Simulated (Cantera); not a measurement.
A closed system holds: 1 mol SiC, 0.32 mol O2, 470 mol N2, 0.16 mol CO2, held at 1 atm.

These are equilibrium values from Cantera (NASA tables, ideal gas, pure condensed phases), not measurements of a reactor. Candidate condensed phases: C, Si, SiC, SiO2, Si2N2O, Si3N4; 34 gas species. N2 is the only nitrogen source here; it is nearly inert below about 1500 K, so the nitride shown seldom forms there in practice. Mutual solubility and eutectic melting of coexisting phases are not modelled. The tables' values for SiN are old estimates; treat these amounts as uncertain. Rates play no part.

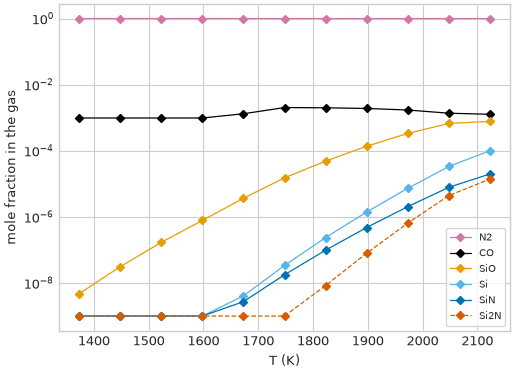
Figure. Equilibrium gas composition (values under 1e-9 drawn at 1e-9)

Problem. Read off the mole fractions at 2048 K.

Solution. N2 about 1.00, CO about 0.0014, SiO about 0.00067, Si about 3.3e-5, SiN about 7.8e-6, Si2N about 4.4e-6.
